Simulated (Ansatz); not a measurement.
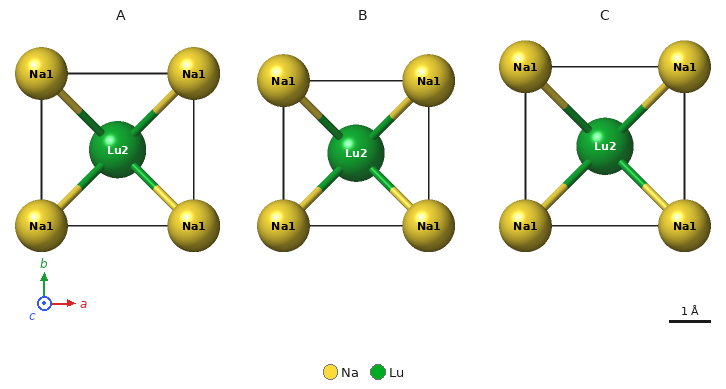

3 geometries from one relaxation of solid NaLu (a generated structure, set up in Pm-3m) (coarse preliminary run), in shuffled order. Style: ball-and-stick. Shown: the cell of the calculation, along the c axis.

All numbers below come from DFT PBE, scalar-relativistic, plane waves, PAW in Ansatz. Set-up: plane-wave cutoff 420 eV; k-point mesh 6 × 6 × 6; occupations gaussian; smearing width 0.1 eV; no spin polarisation; cell and atoms relaxed; force threshold 0.04 eV/Å; at most 70 steps.

Q: Put them in the order of the run, from the start to the converged end.

A: B, A, C. They are steps 0, 1, 4, at +227 meV per atom, +52.1 meV per atom relative to the last. The energy falls by 227 meV per atom in 3 accepted moves (4 points after the start). All forces vanish by symmetry, so only the cell relaxes. Pressure: 12.07 GPa at the start and 0.28 GPa at the end. The SCF was repeated once at an unchanged geometry on a basis and grid sized afresh for the cell, which shifted the energy by 2.9 meV per atom at most. The atoms keep their places relative to the cell (all moves are under 0.005 Å). The drawn cell changes as follows: a = b = c 3.584 → 3.926 Å (+9.5 %); the volume changes by +31.4 %. Near-neighbour distances that change, for instance: Lu2–Lu2 3.584 → 3.926 Å, Na1–Lu2 3.104 → 3.400 Å. The space group stays Pm-3m (No. 221). The run took 12 s on 1 thread of AMD EPYC 7R43 64-Core Processor (Zen 3), on a shared host, peak memory 0.39 GiB.
